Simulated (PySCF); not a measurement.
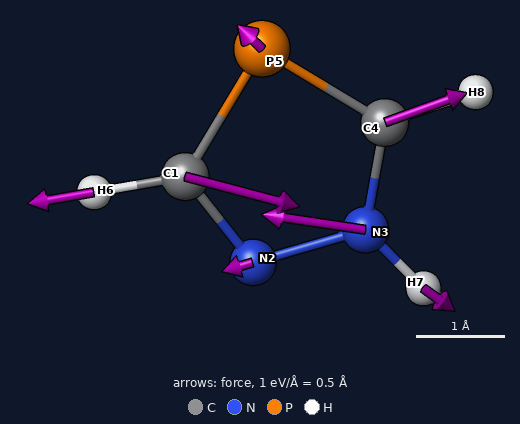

Starting geometry of C$_{2}$H$_{3}$N$_{2}$P with the computed forces as purple arrows. The picture is a ball-and-stick view, seen at a tilt.

The start comes from GFN2-xTB. Its atoms were then displaced at random by about 0.01 Å.

These are results of PySCF 2.14.0, density-fitted response routines, PBE0-D3(BJ)/def2-SVP geometry optimisation, gas phase, not measurements. 

Q: Is this structure relaxed? If not, where do the atoms go?

A: It isn't relaxed: the largest force vector, on C1, is 2.81 eV/Å. The final displacements follow the starting forces only in part (cosine between the two patterns 0.75). The energy falls by 0.135 eV in 9 geometry steps. The largest moves after the best rigid fit, 0.034 Å, are those of C4 and H8. Largest moves by element: C 0.034 Å, H 0.034 Å, N 0.031 Å, P 0.013 Å. Among the contacts that change: C1–H6 1.052 → 1.092 Å, C4–P5 1.700 → 1.730 Å, N3–H7 0.994 → 1.015 Å, C1–N2 1.336 → 1.317 Å. Among the angles between lasting bonds that change: C4–N3–H7 128.6° → 124.8°, N2–N3–C4 114.4° → 118.1°, N3–C4–P5 114.8° → 111.4°. The run took 25 s on 1 thread of Arm Neoverse V1 (shared host).
